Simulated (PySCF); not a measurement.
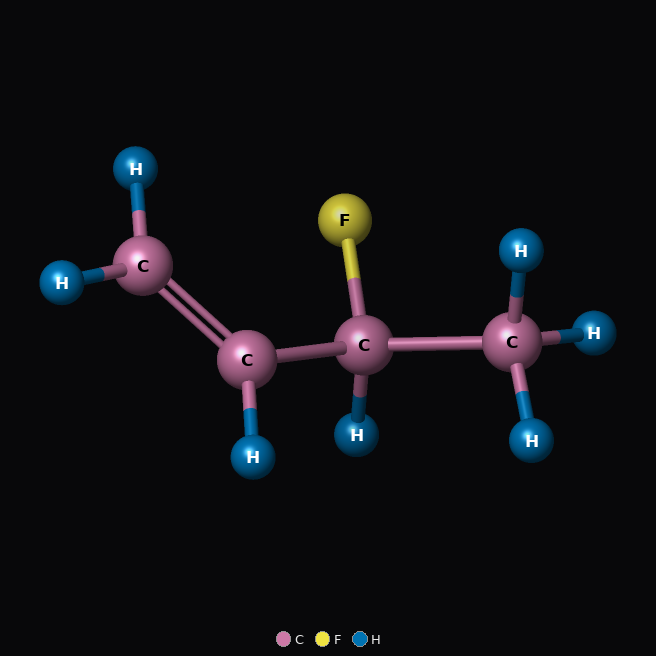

Ball-and-stick drawing of a structure. Multiple sticks mark multiple bonds (one Kekulé form).

Describe the molecule.

Formula C4H7F. SMILES: `C=C[C@H](C)F`. It has no ring. Among its groups: alkene, C–F bond. This geometry has C1 symmetry. Coordination: 2 C trigonal planar; 2 C tetrahedral.

More results for the same structure follow; atom numbers are the same in all pictures, views and colours differ. The geometry was computed by an optimisation with PBE0-D3(BJ)/def2-TZVP. No frequency run is at hand to confirm it as a minimum.

Geometry

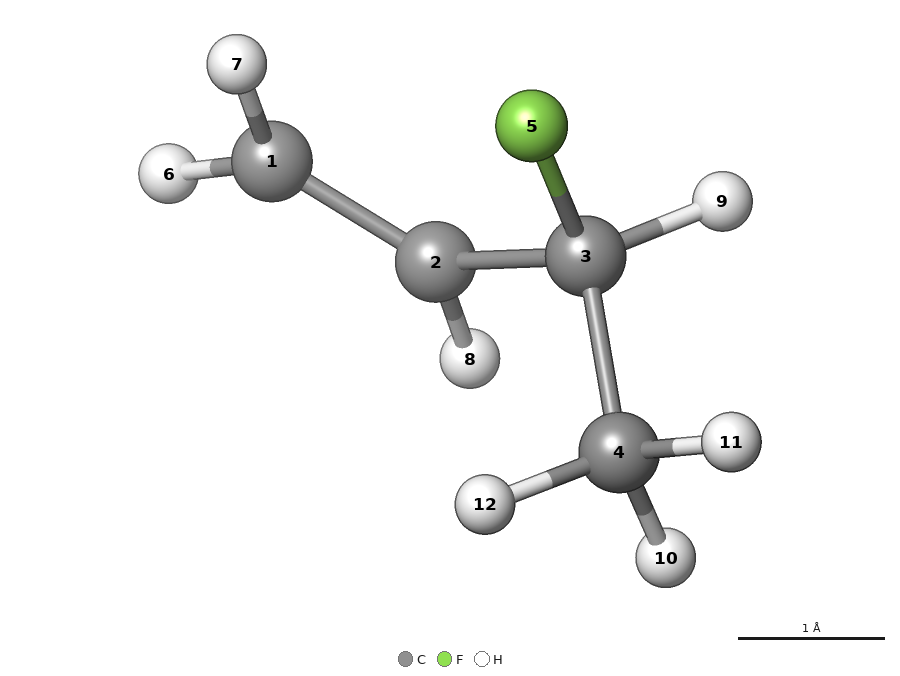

Numbered structure. No frequency run is at hand to confirm it as a minimum.

Estimate the angles C2–C1–H6, C2–C1–H7, C1–C2–C3, C1–C2–H8, C3–C2–H8, C2–C3–C4, C2–C3–F5, C2–C3–H9, C4–C3–F5, C4–C3–H9, F5–C3–H9, C3–C4–H10, C3–C4–H11, C3–C4–H12.

```
    angle  degrees
 C2–C1–H6    121.1
 C2–C1–H7    121.1
 C1–C2–C3    124.9
 C1–C2–H8    120.5
 C3–C2–H8    114.6
 C2–C3–C4    112.8
 C2–C3–F5    110.3
 C2–C3–H9    109.1
 C4–C3–F5    108.5
 C4–C3–H9    109.7
 F5–C3–H9    106.3
C3–C4–H10    110.3
C3–C4–H11    110.3
C3–C4–H12    109.9
```

Electronic properties

No frequency run is at hand to confirm it as a minimum. Method: ωB97X-D/pcSseg-2, gas phase (PySCF 2.14.0).

Predict the main results.

- dipole moment: 1.85 D
- HOMO energy (Kohn–Sham orbital): −9.55 eV
- LUMO energy (Kohn–Sham orbital): 1.86 eV
- HOMO–LUMO gap: 11.41 eV

NMR shielding

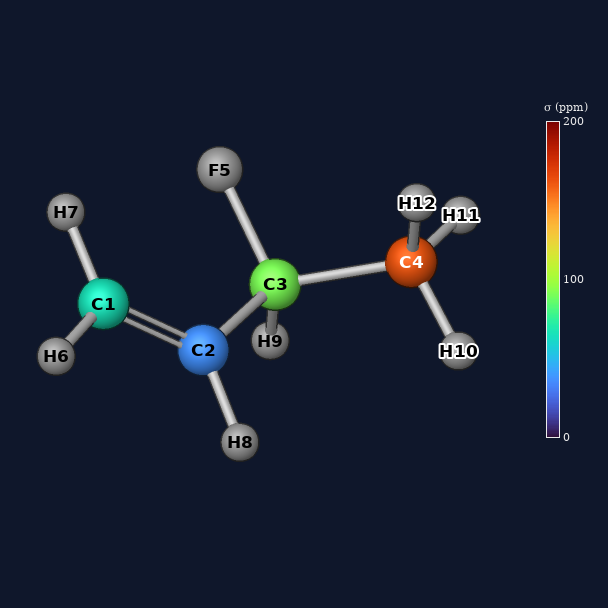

Atoms are coloured by their isotropic NMR shieldings (C only, the others grey). No frequency run is at hand to confirm it as a minimum. Properties computed with GIAO B97-2/pcSseg-2 NMR shielding, non-relativistic, gas phase (PySCF 2.14.0).

Question: Which C atom is the most shielded (lowest chemical shift)?

Answer: C4 (161.5 ppm).

Question: Which C atom is the least shielded (highest chemical shift)?

Answer: C2 (36.9 ppm).

Question: How wide is the range of C shifts?

Answer: 124.6 ppm.

List the isotropic NMR shieldings of the C atoms.

| atom | σ (ppm) |
| --- | --- |
| C1 | 66.1 |
| C2 | 36.9 |
| C3 | 91.0 |
| C4 | 161.5 |

Bond orders

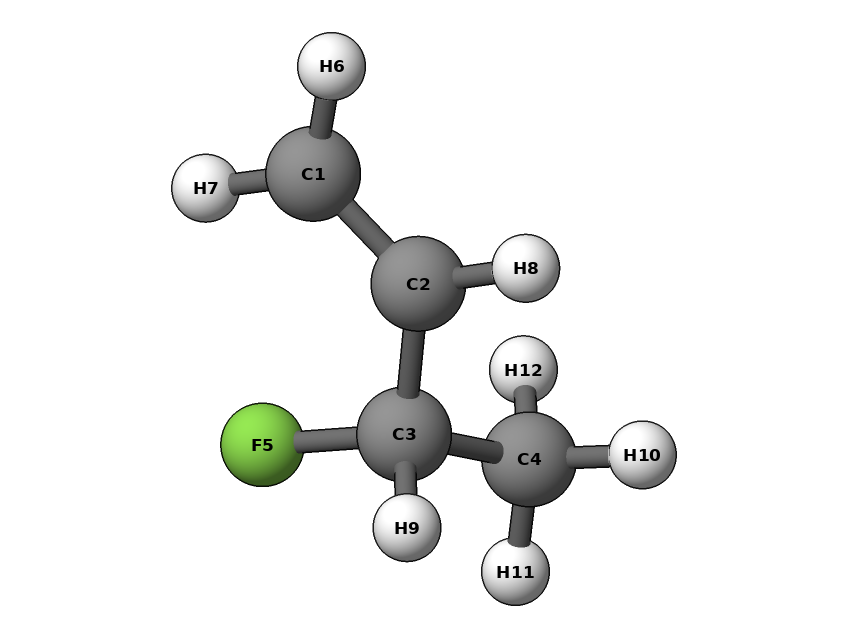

Every bond is drawn as one stick. No frequency run is at hand to confirm it as a minimum. Computed with PBE0/pcSseg-2 (PySCF 2.14.0).

Question: Which bond has the highest Mayer bond order?

Answer: C1–C2, 1.93, at a length of 1.323 Å.

Question: Which bond has the lowest Mayer bond order?

Answer: C3–F5, 0.88, at 1.387 Å.

List the Mayer bond orders of C1–C2, C1–H6, C1–H7, C2–C3, C2–H8, C3–C4, C3–F5, C3–H9, C4–H10, C4–H11, C4–H12.

```tsv
bond	Mayer order	length (Å)
C1–C2	1.93	1.323
C1–H6	1.00	1.083
C1–H7	1.00	1.083
C2–C3	1.00	1.492
C2–H8	1.00	1.088
C3–C4	0.96	1.513
C3–F5	0.88	1.387
C3–H9	0.99	1.098
C4–H10	0.99	1.092
C4–H11	1.00	1.091
C4–H12	0.99	1.092
```
